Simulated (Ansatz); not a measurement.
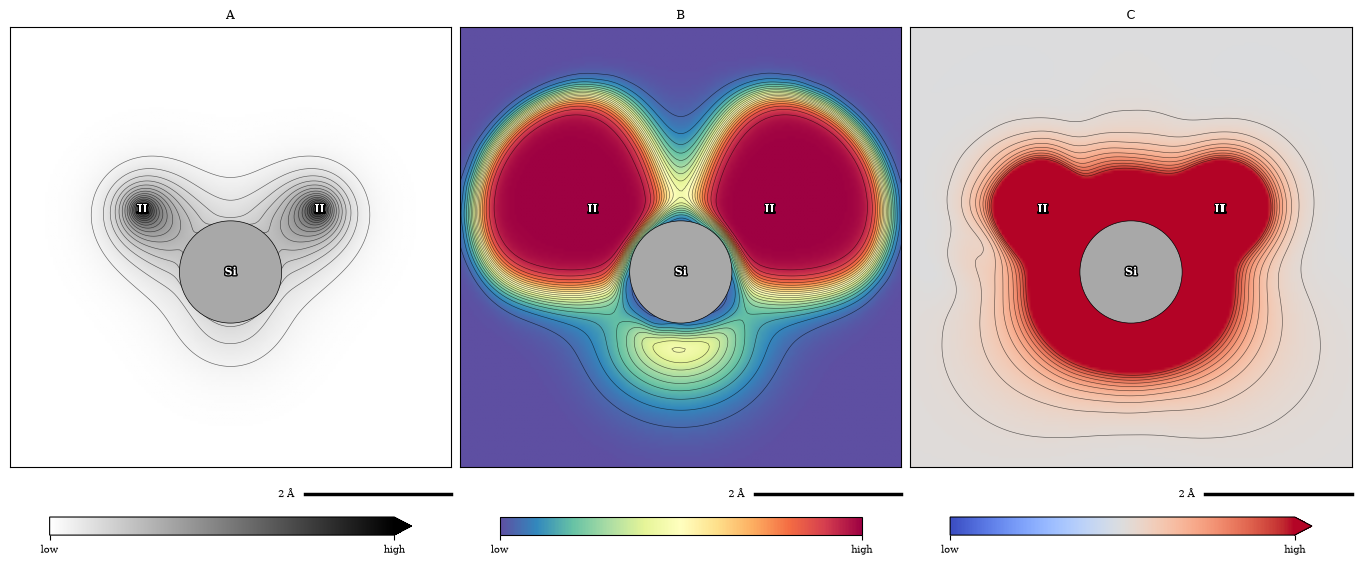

SiH4: 3 fields on the plane of atoms H2, Si1 and H4, with unlabelled colour scales. Grey discs cover the atomic cores.

These are results of RKS PBE0-D4/def2-TZVP in Ansatz, not measurements.

```tsv
atom	x (Å)	y (Å)	z (Å)
Si	0.2414	0.0000	0.1708
H	0.2413	0.0000	1.6553
H	1.6410	0.0000	-0.3239
H	-0.4585	1.2121	-0.3242
H	-0.4585	-1.2121	-0.3242
```

Which field does each panel show? The fields are: electron density, electron localisation function and electrostatic potential.

Answer. Panel A: electron density. Panel B: electron localisation function. Panel C: electrostatic potential (strongly positive close to the atoms and fading to about zero outside). From the grid: Si–H (1.48 Å): ρ at the midpoint is about 0.8 e/Å³; the ELF climbs to about 1 towards the hydrogen, as it does in any bond to H.
